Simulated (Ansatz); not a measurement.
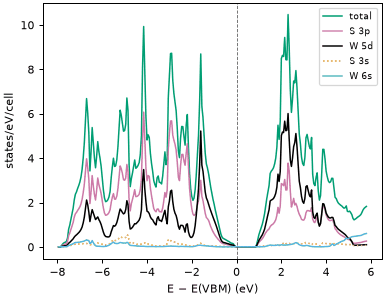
Figure. Total and projected density of states of WS2 in space group P6_3/mmc (No. 194; W on 2c, S on 4f), LDA in the plane-wave PAW code Ansatz

### Question
Which orbitals carry the states next to the gap?

### Answer
Top 1 eV of the valence band: W 5d 61 %, S 3p 33 %. Bottom 1 eV of the conduction band: W 5d 59 %, S 3p 31 %, outside the projected shells 5 %. Projections are on Löwdin-orthogonalised atomic valence shells; empty p or d shells of many metals are not among them.

### Question
Where is the tallest occupied peak in this window, and what makes it?

### Answer
Near -4.1 eV, about 9.9 states/eV per cell; the largest projected share is S 3p.

The cell was relaxed with LDA under the symmetry of its start; phonons on a q-mesh show no instability. No spin polarisation was allowed. A crystal of weakly bound layers computed without a dispersion correction: the cell and the soft elastic constants depend strongly on that. Spin–orbit coupling is left out wherever it is not named.

Potentials: the later of the program's two PAW sets.
